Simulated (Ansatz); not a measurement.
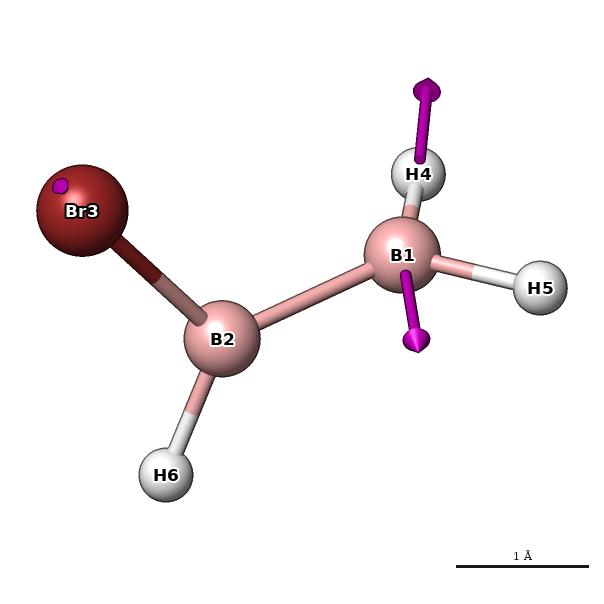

Arrows show the forces on the atoms, 0.2 Å of arrow for 1 eV/Å; forces under a tenth of the largest aren't drawn. Level of theory: ωB97M-V/def2-TZVPP (Ansatz 0.2.0).

### Along which bond is the force strongest?

B1–H4, now 1.038 Å: the forces push its atoms apart, so a first step downhill lengthens it.

List the force components in the frame of the picture (x right, y up, z towards the viewer), in eV/Å.

```tsv
atom	Fx	Fy	Fz
B1	0.50	−3.00	4.38
B2	0.04	−0.03	−0.49
Br3	−0.32	0.35	0.51
H4	0.32	3.14	−4.32
H5	−0.42	0.00	−0.04
H6	−0.13	−0.45	−0.03
```
